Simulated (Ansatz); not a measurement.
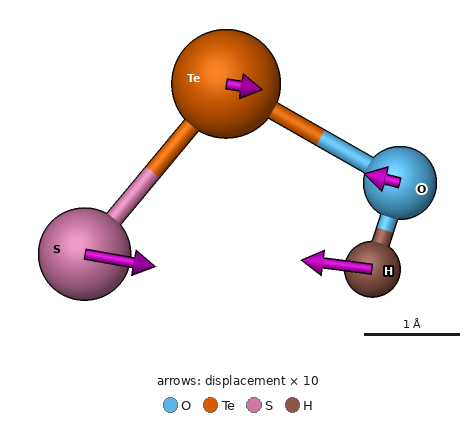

This is a relaxation of HTeSO (charge −1). The starting structure is drawn; purple arrows show the displacements, 10 times their true length. The two geometries are superimposed by the best rigid fit.

The picture is a ball-and-stick view, seen face on.

The calculation used Ansatz, RKS PBE0-D4/def2-TZVPD. (force threshold 0.005 eV/Å; at most 200 steps)

### What did the optimiser do to the structure, and how much energy did it gain?

After 4 accepted moves (5 points after the start) the energy has fallen by 0.046 eV. The largest force component goes from 0.91 to 0.0013 eV/Å. The line search rejected the trial step at point 4 of the run. The largest moves after the best rigid fit, 0.077 Å, are those of S and H atoms. Largest moves by element: S 0.077 Å, H 0.077 Å, O 0.040 Å, Te 0.040 Å. Near-neighbour distances that change, for instance: O–Te 2.109 → 2.033 Å, S–Te 2.331 → 2.313 Å, H–O 0.954 → 0.966 Å. Cost: 24 s on 2 threads of Arm Neoverse V1, with other jobs on the host.
